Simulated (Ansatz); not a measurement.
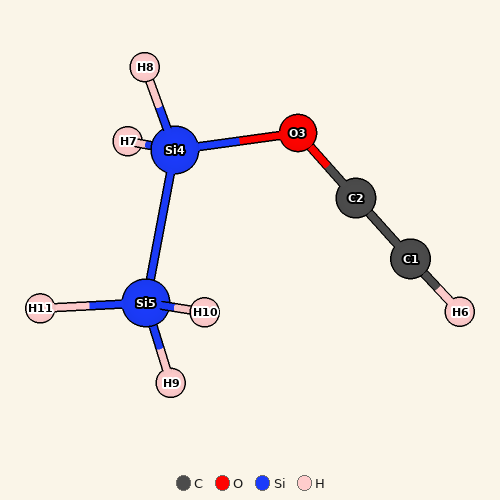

The system is C₂H₆OSi₂, SMILES C#CO[SiH2][SiH3]; the picture shows the reference structure. The first coordinate is: dihedral C2–O3–Si4–Si5; the second: dihedral O3–Si4–Si5–H9. Nothing is relaxed (all other coordinates rigid). The grid has 10 × 11 points. Points are written as (first, second). All energies are given in kJ/mol relative to the lowest grid point. Computed with Ansatz 0.2.0, RKS B3LYP-D4/def2-SVP.

Its coordinates:

```yaml
atoms:
  - { symbol: C, position_ang: [0.4587, 1.1008, 2.5042] }
  - { symbol: C, position_ang: [0.5222, 0.0699, 1.8711] }
  - { symbol: O, position_ang: [0.6033, -1.0318, 1.1918] }
  - { symbol: Si, position_ang: [-0.2782, -1.3270, -0.2545] }
  - { symbol: Si, position_ang: [-0.1029, 0.5387, -1.6807] }
  - { symbol: H, position_ang: [0.4104, 2.0040, 3.0787] }
  - { symbol: H, position_ang: [-1.6945, -1.6177, 0.1105] }
  - { symbol: H, position_ang: [0.3564, -2.5493, -0.8108] }
  - { symbol: H, position_ang: [-0.8416, 1.7028, -1.1181] }
  - { symbol: H, position_ang: [1.3331, 0.8884, -1.8745] }
  - { symbol: H, position_ang: [-0.7014, 0.1640, -2.9971] }
```

Range: dihedral C2–O3–Si4–Si5 from −180 to 144°; dihedral O3–Si4–Si5–H9 from −159 to 21°.

> What will the energy surface look like?

The lowest grid point is at (36°, −69°). The energy also falls towards the edge at (72°, −159°) (2.3 kJ/mol above the lowest) and (36°, 21°) (2.8 kJ/mol above the lowest), where a further well may lie outside the range. A higher local minimum lies near (−180°, −69°) (4.5 kJ/mol above the lowest at that grid point). The highest grid point, (−108°, 3°), lies 10.9 kJ/mol above the lowest. On the interpolated surface the easiest way out of the lowest well to the well at about (−180°, −65°) passes a barrier of about 6.7 kJ/mol. Round the minimum the two coordinates are weakly coupled (coupling −0.08 in units of the two stiffnesses).

```
dihedral O3–Si4–Si5–H9 ↓, dihedral C2–O3–Si4–Si5 →  −180  −144  −108  −72  −36     0   36   72  108   144
                                                21   7.2   9.4   9.8  5.9  6.5   7.8  2.8  3.6  8.4   8.9
                                                 3   8.3  10.3  10.9  6.9  6.9  10.3  4.7  4.7  9.7  10.3
                                               −15   7.8   9.6  10.3  6.6  5.6   9.1  5.1  4.3  9.4  10.1
                                               −33   6.2   7.8   8.5  5.1  3.5   5.4  3.5  2.7  7.6   8.4
                                               −51   4.7   6.3   6.8  3.7  2.3   2.3  1.2  1.3  5.9   6.7
                                               −69   4.5   6.3   6.7  3.5  3.1   2.1  0.0  1.1  5.6   6.3
                                               −87   5.7   7.8   8.2  4.6  5.2   5.0  0.9  2.2  6.9   7.5
                                              −105   7.5   9.6  10.1  6.3  6.9   8.9  3.2  3.8  8.9   9.5
                                              −123   8.4  10.2  10.8  7.1  6.9  10.6  5.0  4.6  9.8  10.6
                                              −141   7.8   9.3   9.9  6.4  5.3   8.6  4.9  3.8  9.1  10.0
                                              −159   6.3   7.6   8.1  4.8  3.5   4.9  3.1  2.3  7.2   8.4
```

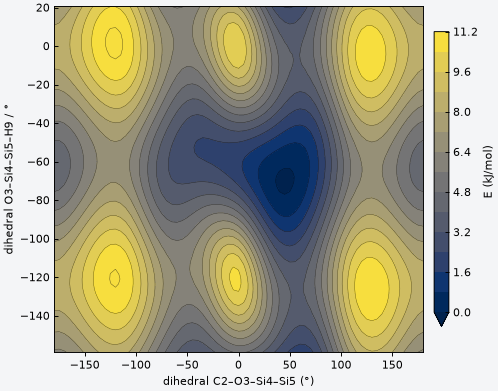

Drawn: filled contours. Between grid points the surface is interpolated.

Each point was launched as `ansatz run input.yaml --threads 1 --pin off --max-ram 2560MiB --backend cpu --events-out ev --progress --plain --runs-dir out`. The whole map (110 points run) took 9.6 min on 1 thread of Intel(R) Xeon(R) Platinum 8488C (Sapphire Rapids), on a shared host.
